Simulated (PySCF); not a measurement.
# UCCSD(T)/STO-3G run of N2H3 (hydrazinyl radical)

Aim: the energy change on altering one bond length of N2H3 (hydrazinyl radical) at UCCSD(T)/STO-3G, from 2 runs. 

The results are computed with PySCF 2.14.0.

8 further runs of the same task are left out: 8 set aside as unsound or not needed.

## (1) The molecule

The species is N2H3 (5 atoms), meant as a doublet with charge 0. SMILES: `[NH]N`. The shape is that of a GFN2-xTB optimisation. This is one conformer, not always the lowest.

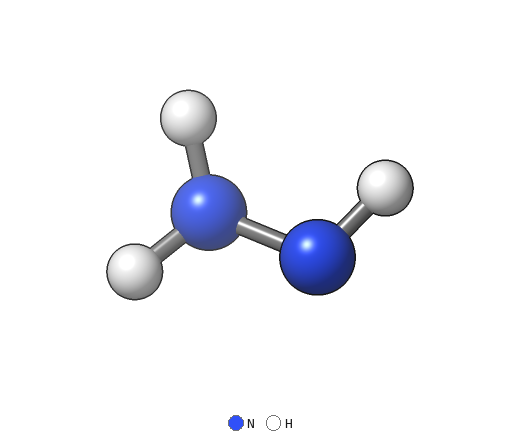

Viewed from a chosen angle; nitrogen blue, hydrogen white.

## (2) The energy at UCCSD(T)/STO-3G

File run.py:

```python
# hydrazinyl radical
from pyscf import gto, scf, cc

mol = gto.M(
    atom='''
N     -0.330645    -1.522137     0.845199
N     -0.238616     0.476154    -0.691413
H      1.420602    -1.869223     1.570532
H     -1.971117     1.091884    -1.206968
H      1.119757     1.823302    -0.517350
''',
    spin=1,
    charge=0,
    unit='bohr',
    max_memory=1860,
    verbose=4,
    basis='sto-3g',
)

hf = scf.UHF(mol)
hf.conv_tol = 1e-10
hf.kernel()
if not hf.converged:
    hf = hf.newton().run(hf.mo_coeff, hf.mo_occ)

mycc = cc.CCSD(hf, frozen=2)
mycc.kernel()
e_t = mycc.ccsd_t()
energy = mycc.e_tot + e_t
print('E = %.10f Eh' % energy)
```

Run with:

```bash
OMP_NUM_THREADS=1 python run.py
```

Log:

```text
PySCF version 2.14.0

[... 93 lines left out ...]
converged SCF energy = -109.142283776252  <S^2> = 0.75526581  2S+1 = 2.0052589
[... 12 lines left out ...]
Init t2, MP2 energy = -0.0763157604332724
[... 15 lines left out ...]
UCCSD converged
[... 2 lines left out ...]
E = -109.2473541359 Eh
```

It took 0.62 s on 1 thread of Arm Neoverse V2, shared host; peak memory 0.1 GiB.

## (3) The distorted shape

File mol.xyz:

```xyz
5
H3N2
N     -0.360325    -0.768744     0.370490
N     -0.311625     0.288706    -0.442650
H      0.751750    -0.989150     0.831090
H     -1.228425     0.614536    -0.715470
H      0.407195     1.001586    -0.350540
```

File run.py:

```python
from pyscf import gto, scf, cc

mol = gto.M(
    atom='mol.xyz',
    basis='sto-3g',
    spin=1,
    verbose=3,
    max_memory=1860,
    charge=0,
)

mf = scf.UHF(mol)
mf.conv_tol = 1e-10
mf.kernel()
if not mf.converged:
    mf = mf.newton().run(mf.mo_coeff, mf.mo_occ)

mycc = cc.CCSD(mf, frozen=2)
mycc.kernel()
e_t = mycc.ccsd_t()
e_tot = mycc.e_tot + e_t
print(f'total energy: {e_tot:.8f} hartree')
```

Run with:

```bash
OMP_NUM_THREADS=1 python run.py
```

Log:

```text
converged SCF energy = -109.123459109715  <S^2> = 0.76404961  2S+1 = 2.0140006
E(UCCSD) = -109.2397681005126  E_corr = -0.1163089907975889
UCCSD(T) correction = -0.00107243932328906
total energy: -109.24084054 hartree
```

It took 0.64 s on 1 thread of Arm Neoverse V2, shared host; peak memory 0.1 GiB.

## (4) Results

At UCCSD(T)/STO-3G, 2 core orbitals frozen:

```
                                                                   quantity          value
                                                  first shape: total energy  -109.24735 Eh
                          first shape: dipole moment (Hartree–Fock density)         2.12 D
    first shape: HOMO energy (Hartree–Fock orbitals) (highest over α and β)       -7.50 eV
     first shape: LUMO energy (Hartree–Fock orbitals) (lowest over α and β)        9.61 eV
                   first shape: correlation energy (2 core orbitals frozen)     -105.1 mEh
                                                first shape: (T) correction      -0.93 mEh
                             first shape: ⟨S²⟩ of the reference determinant          0.755
                                                 first shape: T1 diagnostic          0.018
                                              distorted shape: total energy  -109.24084 Eh
                      distorted shape: dipole moment (Hartree–Fock density)         2.08 D
distorted shape: HOMO energy (Hartree–Fock orbitals) (highest over α and β)       -7.47 eV
 distorted shape: LUMO energy (Hartree–Fock orbitals) (lowest over α and β)        9.73 eV
               distorted shape: correlation energy (2 core orbitals frozen)     -117.4 mEh
                                            distorted shape: (T) correction      -1.07 mEh
                         distorted shape: ⟨S²⟩ of the reference determinant          0.764
                                             distorted shape: T1 diagnostic          0.020
          energy change with the N1–H3 bond stretched from 1.020 to 1.224 Å       0.177 eV
```

In words: With the N1–H3 bond stretched from 1.020 to 1.224 Å the energy rises by 0.18 eV (4.1 kcal/mol). The first shape isn't relaxed at this level, so the change isn't measured from a minimum. The minimal basis adds a large error of its own. Mulliken charges (first shape) of the mean-field density run from -0.35 on N2 to +0.20 on H4; they depend strongly on the basis. The triples (first shape) make up 0.9 % of the correlation energy. Mulliken charges (distorted shape) of the mean-field density run from -0.36 on N2 to +0.20 on H4. The triples (distorted shape) make up 0.9 % of the correlation energy.
